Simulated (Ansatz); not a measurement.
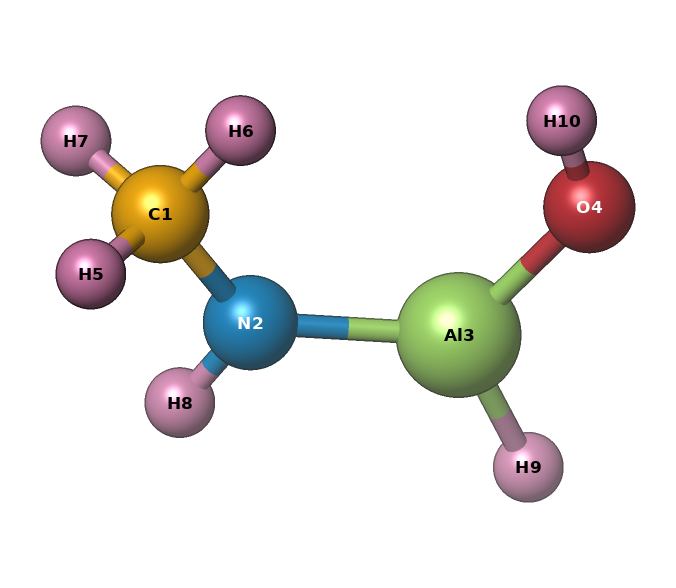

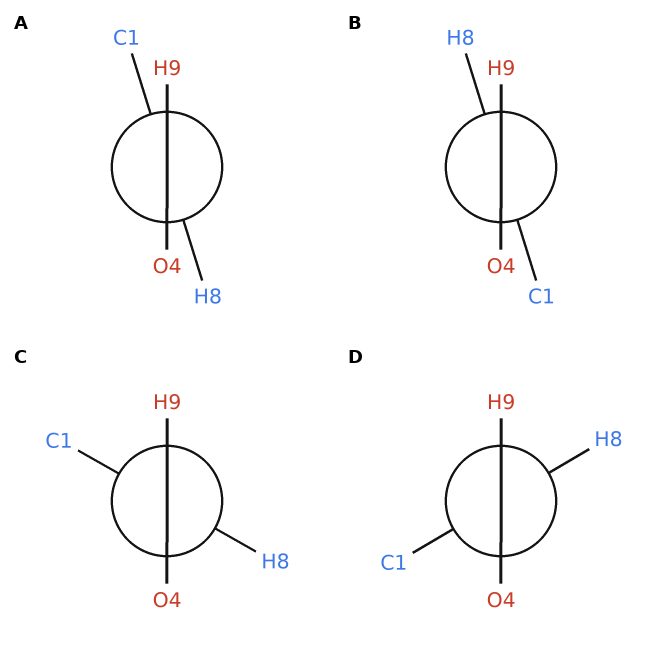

Distant atoms are faded towards the background colour. Bonds that would overlap in a projection are set slightly apart. Computed geometry: PBE-D4/def2-SVP optimisation. No frequency run is at hand to confirm it as a minimum.

Which Newman projection shows the view along Al3–N2, with Al3 in front?

B. The torsion angle O4–Al3–N2–C1 is 0°, synperiplanar (eclipsed).
